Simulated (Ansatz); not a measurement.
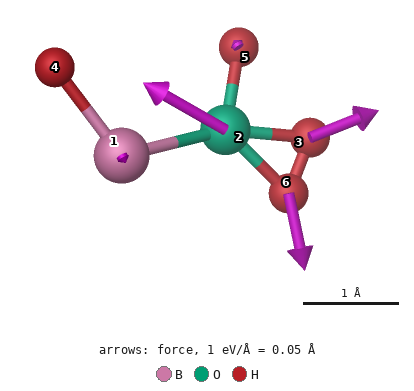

Starting geometry of BH4O (charge +1) with the computed forces as purple arrows. Style: ball-and-stick. Shown at a tilt.

It is one of the separated reactants of a reaction.

The calculation used Ansatz, RKS PBE-D4/def2-SVP.

Input file:
```yaml
crystal:
  periodic: [false, false, false]
  atoms:
    - {symbol: B, position_ang: [-0.048578, -0.717248, -0.176795]}
    - {symbol: O, position_ang: [0.045959, 0.678542, 0.167255]}
    - {symbol: H, position_ang: [0.447525, 1.488083, 0.519800]}
    - {symbol: H, position_ang: [-1.149603, -1.137427, -0.142115]}
    - {symbol: H, position_ang: [-0.728405, 1.220353, 0.405357]}
    - {symbol: H, position_ang: [0.890008, 1.165604, 0.182750]}
basis:
  gaussian: {orbitals: def2-SVP}
total_charge: 1
hamiltonian: {xc: pbe, dispersion: d4}
relax: {f_tol: 0.03, max_steps: 250}
```

Run as
```bash
ansatz run in.yaml --threads 2 --pin off --events-out ev --progress --plain --max-ram 4352MiB
```

What follows when this structure is relaxed?

Answer. It isn't relaxed: the largest force vector, on O2, is 21.11 eV/Å. The final displacements follow the starting forces only in part (cosine between the two patterns 0.41). After 17 geometry steps the energy has fallen by 1264.3 kJ/mol. The largest force component goes from 16 to 0.026 eV/Å. The largest move after the best rigid fit is that of H6, 0.99 Å. By element the largest moves are H 0.99 Å, B 0.82 Å, O 0.64 Å. Among the contacts that change: O2–H3 0.970 → 2.455 Å, O2–H6 0.975 → 2.455 Å, B1–O2 1.441 → 1.226 Å, H3–H6 0.643 → 0.780 Å. Bonds break: O2–H3 (0.97 → 2.46 Å), O2–H6 (0.97 → 2.45 Å). Among the angles between lasting bonds that change: O2–B1–H4 113.5° → 180.0°, B1–O2–H5 123.0° → 179.9°.
